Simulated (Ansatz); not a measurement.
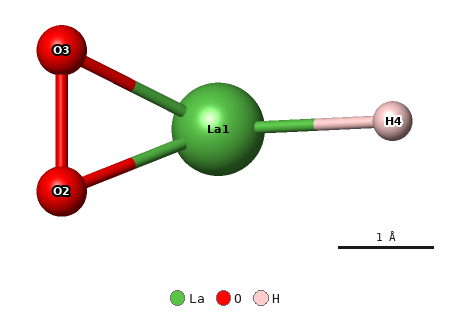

Figure 1. The input geometry of the first run (ball-and-stick view, seen on its broad side; atoms are numbered from 1 in the order of the input). Sticks mark near contacts. Bond lengths as drawn: H–La 2.16 Å, La–O 2.15 Å and O–O 1.49 Å.

**Two runs on LaHO$_{2}$**

System: LaHO$_{2}$.
Method of the first run: RKS PBE-D4/def2-TZVP (Ansatz 0.2.0).

The geometry comes from this level: r2SCAN-D4/def2-TZVP. Text and figures count atoms from 1; the logs count them from 0 in places.

## The input, the first run
```yaml
crystal:
  periodic: [false, false, false]
  atoms:
    - {symbol: La, position_ang: [-0.016306, -0.508025, -0.785584]}
    - {symbol: O, position_ang: [0.454556, -0.611892, 1.306779]}
    - {symbol: O, position_ang: [-0.983386, -0.270836, 1.116532]}
    - {symbol: H, position_ang: [0.545136, 1.390752, -1.637728]}
basis:
  gaussian: {orbitals: def2-TZVP, initial_orbitals: start.molden}
hamiltonian: {xc: pbe, dispersion: d4}
scf: {omitted_lower_state_checks: [starts]}
output: {orbitals: {seedname: orbitals}}
```

Launched with:
```bash
ansatz run in.yaml --threads 2 --pin off --events-out ev --progress --plain --max-ram 4352MiB
```

Hardware: 2 threads of Arm Neoverse V2, 23 GiB of memory available, shared host.

## Output (the first run)
```
Functional definition: PBE
  parameter kappa = 0.804
  parameter beta = 0.06672455060314922
  exchange = pbe_x(kappa = kappa, mu = beta*pi^2/3)
  correlation = pbe_c(beta = beta)
these checks for a lower state are left out or cut short: starts
664 factors; their error is unknown
mean field evaluation 1: about -4966.3780 eV, gradient 8.0e0 eV
mean field evaluation 2: about -4966.4973 eV, gradient 2.5e-1 eV
mean field evaluation 4: about -4966.4894 eV, gradient 2.1e-1 eV
mean field -4966.48947103 eV, -182.5151216530 hartree, gradient 6.2e-5 eV, S^2 0.000000; 0 other end points of the search recorded, 0 dependent functions left out
reference -4966.48953087 eV, -182.5151238520 hartree; 14, 14 occupied and 94, 94 virtual orbitals, 664 factors
Total energy: -4966.56415628 eV, -182.5178662851 hartree
Checks for a lower state left out: starts
```

The second run used a changed input.

## The two runs side by side

| quantity | the first run | the second run |
| --- | --- | --- |
| outcome | converged | converged |
| total energy (hartree) | −182.517866 | −182.422419 |
| HOMO (eV) | −4.71 | −3.16 |
| LUMO (eV) | −2.52 | −6.14 |
| basis functions | 108 | 108 |
| ⟨S²⟩ | – | 2.005 |
| wall time (shared host) | 1.2 s | 3.4 s |

Which change of the input explains these differences?

The change (lines with − go, lines with + come):
```diff
+magnetization: {spin_polarized: true, initial_magnetization: 2}
```

With the same method and basis, the second run lies 59.9 kcal/mol higher. The HOMO goes from −4.71 to −3.16 eV. The LUMO goes from −2.52 to −6.14 eV.

## Output (the second run)
```
Functional definition: PBE
  parameter kappa = 0.804
  parameter beta = 0.06672455060314922
  exchange = pbe_x(kappa = kappa, mu = beta*pi^2/3)
  correlation = pbe_c(beta = beta)
these checks for a lower state are left out or cut short: starts
664 factors; their error is unknown
mean field evaluation 1: about -4963.5983 eV, gradient 5.6e0 eV
mean field evaluation 2: about -4963.6206 eV, gradient 6.4e0 eV
mean field evaluation 4: about -4963.8998 eV, gradient 6.8e-2 eV
mean field evaluation 8: about -4963.8922 eV, gradient 2.2e-5 eV
mean field evaluation 16: about -4963.8922 eV, gradient 6.3e-6 eV
mean field -4963.89219868 eV, -182.4196736544 hartree, gradient 6.3e-6 eV, S^2 2.004552; 0 other end points of the search recorded, 0 dependent functions left out
reference -4963.89226930 eV, -182.4196762496 hartree; 15, 13 occupied and 93, 95 virtual orbitals, 664 factors
Total energy: -4963.96689470 eV, -182.4224186827 hartree
Checks for a lower state left out: starts
```
